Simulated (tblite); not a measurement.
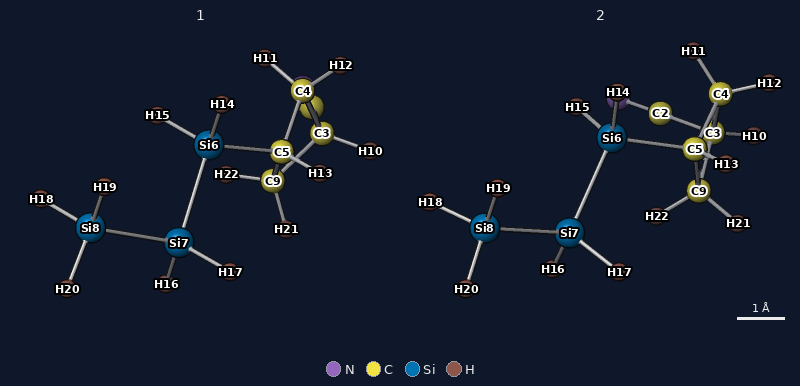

Two geometries of C5H13NSi3, drawn at one scale. One is the start of a relaxation, the other its converged end. A ball-and-stick model, seen from a free direction.

Level of theory: GFN2-xTB geometry optimisation, gas phase in tblite 0.8.0. 

Question: Which one is relaxed?

Answer: Structure 2 is the relaxed one. After 168 geometry steps the energy has fallen by 27.3 kJ/mol. The largest move after the best rigid fit is that of the N atom, 2.05 Å. Largest moves by element: N 2.05 Å, C 1.22 Å, H 1.21 Å, Si 0.43 Å. Some distances before and after: H–Si 1.506 → 1.474 Å, H–Si 1.489 → 1.464 Å, Si–Si 2.301 → 2.321 Å, C–C 1.561 → 1.543 Å. Among the angles between lasting bonds that change: Si–Si–Si 106.0° → 115.9°, H–Si–H 108.1° → 102.4°, Si–Si–H 109.6° → 114.3°. Groups turn about C–C by about 40°, C–C by about 40°, C–C by about 40°.
